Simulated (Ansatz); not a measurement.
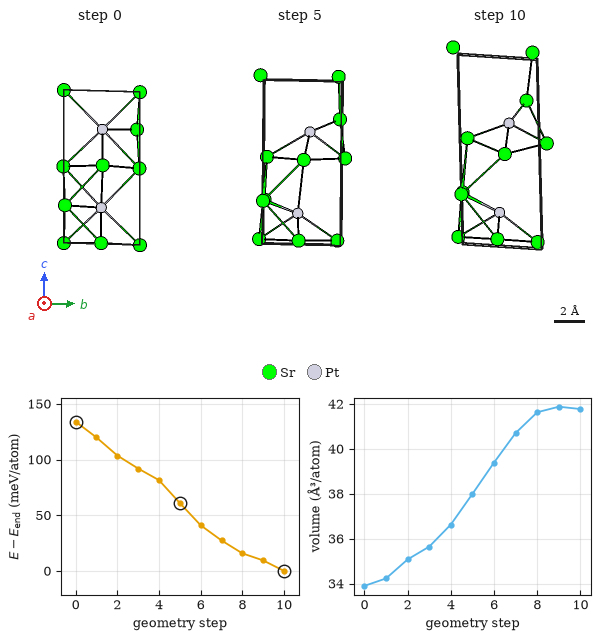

Frames of a relaxation of crystalline Sr3Pt (a generated structure, set up in P1) (coarse preliminary run), marked on the history of the run. The picture is a ball-and-stick view of the cell of the calculation, seen along the a axis.

Level of theory: DFT PBE, scalar-relativistic, plane waves, PAW (Ansatz). Settings: plane-wave cutoff 420 eV; k-point mesh 4 × 4 × 2; occupations gaussian; smearing width 0.1 eV; no spin polarisation; cell and atoms relaxed; force threshold 0.015 eV/Å; at most 120 steps.

Question: Describe the path.

Answer: The run was cut off at its time limit before the relaxation converged, so the last structure is only a point on the way. The energy falls by 134 meV per atom in 10 geometry steps. The largest force component goes from 0.75 to 0.12 eV/Å. Pressure: 0.45 GPa at the start and −0.05 GPa at the end. The atom that moves furthest relative to the cell is a Pt atom (1.41 Å along [−1 2 −2]). Largest moves by element: Pt 1.41 Å, Sr 0.95 Å. The volume changes by +23.2 %, with a 5.155 → 4.938 Å (−4.2 %), b 5.119 → 5.341 Å (+4.3 %), c 10.286 → 12.743 Å (+23.9 %), α 91.6° → 95.3°, β 90.5° → 92.9°, γ 88.2° → 90.1°. Some distances before and after: Pt–Sr 3.706 → 6.331 Å, Pt–Sr 3.600 → 5.764 Å, Pt–Sr 3.680 → 5.673 Å, Pt–Sr 3.790 → 5.607 Å. Bonds break: Sr–Sr (3.79 → 5.50 Å). Among the angles between lasting bonds that change: Sr–Pt–Sr 89.9° → 132.0°, Sr–Pt–Sr 120.9° → 160.6°, Sr–Pt–Sr 123.8° → 161.2°. The space group stays P1 (No. 1). Cost: 5.2 min on 1 thread of Intel(R) Xeon(R) Platinum 8259CL CPU @ 2.50GHz (Skylake/Cascade Lake), on a shared host, peak memory 0.62 GiB. From step 0 to 5: a Pt atom moves most (0.81 Å), volume +12.1 %, energy −73.0 meV per atom. From step 5 to 10: a Sr atom moves most (0.67 Å), volume +9.9 %, energy −61.0 meV per atom.

```tsv
step	E − E(0), meV/atom	largest force component, eV/Å	pressure, GPa	volume, Å³/atom
0	0.00	0.7456	0.45	33.898
1	-14.18	0.4771	0.22	34.230
2	-30.40	0.1301	0.04	35.077
3	-42.08	0.1322	0.48	35.646
4	-52.51	0.2863	0.89	36.630
5	-73.03	0.1822	0.70	37.994
6	-93.01	0.1333	0.39	39.391
7	-106.63	0.2140	0.29	40.706
8	-118.21	0.1071	-0.05	41.629
9	-124.56	0.0946	-0.10	41.875
10	-134.00	0.1186	-0.05	41.772
```
